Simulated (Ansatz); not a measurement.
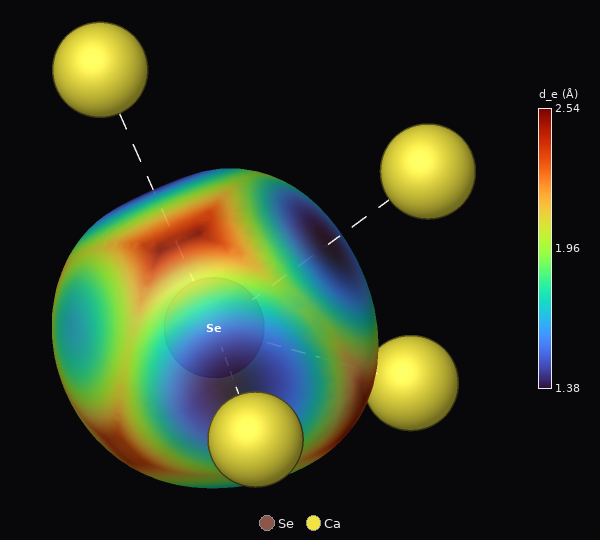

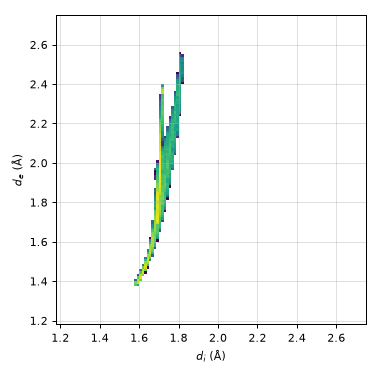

Hirshfeld surface computed for one Se atom in Ca₃SiSe (P3m1, No. 156), coloured by d_e. Dashed lines lead to the closest neighbours outside. The second picture is its fingerprint plot, coloured by area on a logarithmic scale (dark little, yellow much).

The surface is where the fragment's share of the procrystal density (the sum of the densities of spherically averaged neutral Hartree-Fock atoms) equals one half. d_i and d_e are the distances from the surface to the nearest nucleus inside and outside.

The cell is taken from the geometry relaxed with Ansatz 0.2.0, DFT PBE, scalar-relativistic, plane waves, PAW; the starting structure was generated, so it need not be a known form of this composition.

```xyz
5
Lattice="5.0475 0.0000 0.0000 -2.5237 4.3713 0.0000 0.0000 0.0000 6.4644" Properties=species:S:1:pos:R:3 pbc="T T T"
Ca    0.0000    0.0000    6.2485
Ca    0.0000    2.9142    2.0699
Ca    2.5237    1.4571    4.4545
Si    0.0000    2.9142    5.1221
Se    2.5237    1.4571    1.4982
```

What is the shortest distance from the fragment to an atom outside it?

Se–Ca, 2.96 Å.

How is the surface shared among contacts (nearest atom inside ··· nearest atom outside)?

Se···Ca 99 %, Se···Si 1.1 %. The surface faces 8 neighbours with more than 2 % of its area each: 8 Ca.

Give the size and shape of the surface.

It encloses about 20.8 Å³, has an area of about 37 Å² and a globularity of 1.00 (1 for a sphere).

Where does the fingerprint reach closest to the origin?

The smallest d_i + d_e is about 3.0 Å, which belongs to the shortest contact, Se···Ca at 2.96 Å; d_e runs from 1.38 to 2.54 Å.
